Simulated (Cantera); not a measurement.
Input: 1 mol SiF₄, 5.4 mol NO, a varied amount of N₂, at 1925 K and 100000 Pa.

Method: chemical equilibrium by Gibbs-energy minimisation in Cantera with the NASA 1993 tables (ideal gas, pure condensed phases). Candidate condensed phases: Si, SiO₂, Si₂N₂O, Si₃N₄; 28 gas species. The tables' values for SiF₃ are old estimates; treat these amounts as uncertain. Rates play no part.

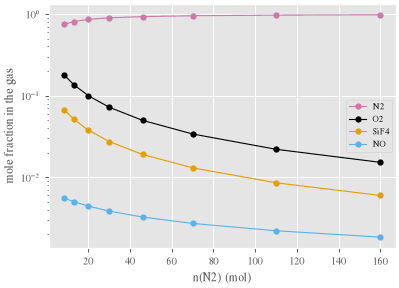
Figure. Equilibrium gas composition (values under 1e-9 drawn at 1e-9)

From 8.5 mol N₂ to 160 mol N₂ nothing is condensed. The main Si-bearing gas is SiF₄ throughout.
